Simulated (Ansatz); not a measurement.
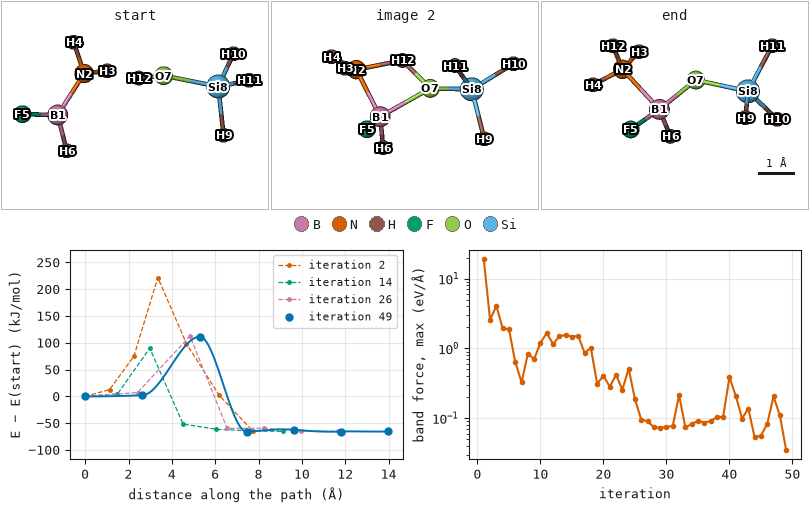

A search for the minimum-energy path of BSiNH7OF, made up at the start of BNH3F and SiH$_{4}$O by the nudged elastic band. Images are numbered from 0 (start) to 6 (end). The plot follows the band through its iterations. A ball-and-stick model, seen at a tilt.

Theory: RHF/6-31G* in Ansatz 0.2.0. Settings: 5 movable images; climbing image; force threshold 0.05 eV/Å; iteration limit 60; starting path through a guess of the saddle point.

Q: How did the profile develop, and is the result final?

A: The run is converged, with reservations. The band converged in 49 iterations. The largest component of the band force went from 19 to 0.035 eV/Å. The climbing image converged on the top of the path. Its vibrational analysis gives one imaginary mode (1774i cm⁻¹), as a transition state must have. The first iteration put the highest image at 589.3 kJ/mol. The highest point, image 2, lies 111.4 kJ/mol above the start and 176.8 kJ/mol above the end; the end is at −65.4 kJ/mol relative to the start.

Limits of the set-up: the start holds two separate molecules, 2.3 Å apart at their closest, whose relative position is a soft coordinate and is computed without a dispersion correction; Hartree-Fock leaves out electron correlation.

Cost: 8.8 min on 1 thread of Arm Neoverse V1 (shared host), peak memory 0.19 GiB.
